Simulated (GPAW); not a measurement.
Consider HfO2 (Fm-3m).

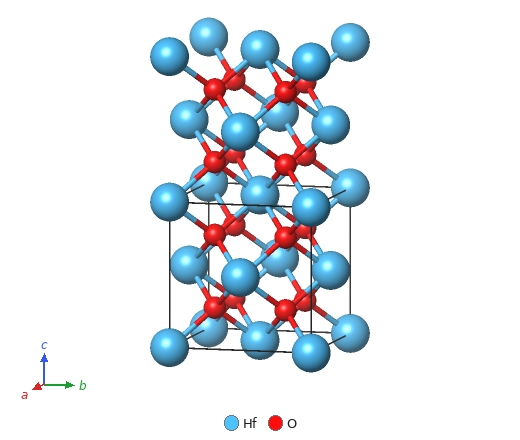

The structure (hafnium blue, oxygen red). 1×1×2 conventional cells are drawn. Some periodic images of atoms are drawn too.

```
Hf O
1.0
     0.00000    2.55750    2.55750
     2.55750    0.00000    2.55750
     2.55750    2.55750    0.00000
Hf O
1 2
Cartesian
  0.0000 0.0000 0.0000
  3.8363 3.8363 3.8363
  1.2788 1.2788 1.2788
```

Absorber: atom 2, with 4 Hf at 2.21 Å (tetrahedral, site symmetry -43m). Method: GPAW, revPBE, full core hole (charged cell), 18-atom cell with 6.3 Å between holes, 3×3×3 k points, dipole transitions, Gaussian full width 0.9 eV up to 4 eV, rising linearly to 3.5 eV at 25 eV, without spin-orbit coupling.

Question: Where do the maxima of the O K edge fall?

Main maxima up to 24 eV above the zero (height): 0.4 eV (1.58), 3.7 eV (3.20), 8.7 eV (1.20), 12.8 eV (1.12) and 22.3 eV (1.01). A K edge sees empty p states; the first features are O p mixed into the empty d states of the Hf neighbours, and the broad ones above probably into the cations' higher empty bands. The total-energy difference plus the lowest empty eigenvalue puts the zero at 540.57 eV. One term is added: -8.91 eV, since the hole is spin-paired here and a spin-polarised one costs that much less in the free atom (computed apart). The photon energy is then 531.66 eV. The functional and the charged cell's background leave an error of a few eV in such absolute values.

The O K spectrum (energy from the lowest empty level; intensity scaled to a mean of 1 over the first 20 eV):

| E (eV) | intensity |
| --- | --- |
| -2.0 | 0.00 |
| -0.5 | 0.13 |
| 1.0 | 0.76 |
| 2.5 | 0.91 |
| 4.0 | 2.86 |
| 5.5 | 0.99 |
| 7.0 | 0.65 |
| 8.5 | 1.18 |
| 10.0 | 0.66 |
| 11.5 | 0.77 |
| 13.0 | 1.11 |
| 14.5 | 0.80 |
| 16.0 | 0.78 |
| 17.5 | 0.79 |
| 19.0 | 0.67 |
| 20.5 | 0.78 |
| 22.0 | 1.00 |
| 23.5 | 0.87 |
| 25.0 | 0.52 |
| 26.5 | 0.36 |
| 28.0 | 0.36 |
| 29.5 | 0.44 |
| 31.0 | 0.55 |

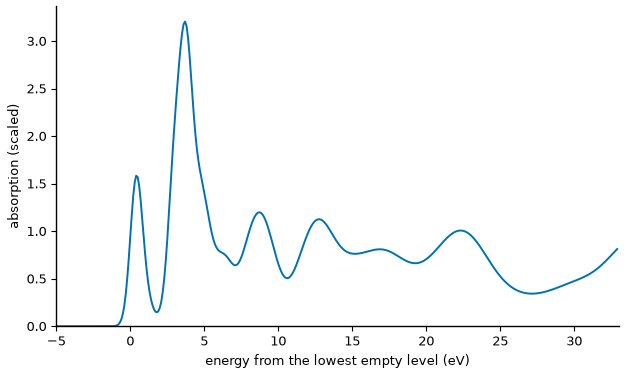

The O K edge.

The holes are only 6.3 Å apart, so the shape is probably not converged with cell size; no larger cell was run here. The mesh is coarse (0.40 Å⁻¹ between points), so small maxima may be mesh ripples. The structure is a published determination, not relaxed.

[Banner, clock and machine lines of the logs are left out without a mark of their own.]

[Logs are printed without paths, hosts, clocks, repeated set-up lines and the standing remarks that a program may print on its own settings, such as how far it seeks lower states.]

[Hosts, paths, dates, database ids (printed as entryN), source tags and the programs' standing remarks are cut or masked in the printed files.]

[Lists of maxima count a maximum above −3 eV only where it reaches 4 % of the highest in the window and stands out from its surroundings by 2 % of it (1.5 % where it reaches 55 %); shoulders and weaker maxima are passed over, and of the rest the first, up to two pre-edge ones and the few strongest are named.]
